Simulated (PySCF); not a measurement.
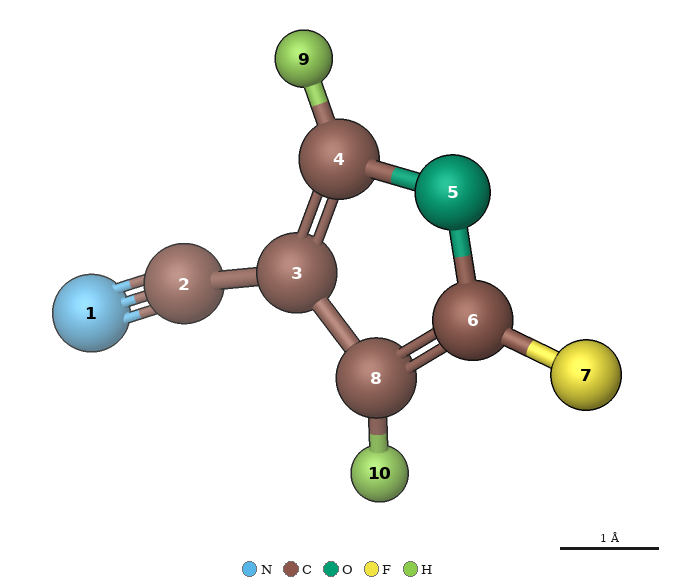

Orthographic view. Distant atoms are faded towards the background colour. Geometry: a frame of a GFN2-xTB molecular-dynamics simulation, not a minimum.

Write a MOL file (V2000) with the atoms in numerical order, bonds sorted by atom number with the orders drawn, and coordinates in the frame of the picture: x right, y up, z towards the viewer, origin at the mean position.

```
C5H2FNO
                    3D

 10 10  0  0  0  0  0  0  0  0999 V2000
   -2.6300   -0.3100   -1.6800 N   0  0  0  0  0  0  0  0  0  0  0  0
   -1.6800   -0.0100   -1.1400 C   0  0  0  0  0  0  0  0  0  0  0  0
   -0.5300    0.1000   -0.3200 C   0  0  0  0  0  0  0  0  0  0  0  0
   -0.0900    1.2600    0.2100 C   0  0  0  0  0  0  0  0  0  0  0  0
    1.0700    0.9200    1.0200 O   0  0  0  0  0  0  0  0  0  0  0  0
    1.2800   -0.3900    0.8000 C   0  0  0  0  0  0  0  0  0  0  0  0
    2.4400   -0.9500    1.2800 F   0  0  0  0  0  0  0  0  0  0  0  0
    0.2900   -0.9800    0.0400 C   0  0  0  0  0  0  0  0  0  0  0  0
   -0.4600    2.2900    0.2700 H   0  0  0  0  0  0  0  0  0  0  0  0
    0.3200   -1.9500   -0.4700 H   0  0  0  0  0  0  0  0  0  0  0  0
  1  2  3  0
  2  3  1  0
  3  4  2  0
  3  8  1  0
  4  5  1  0
  4  9  1  0
  5  6  1  0
  6  7  1  0
  6  8  2  0
  8 10  1  0
M  END
```
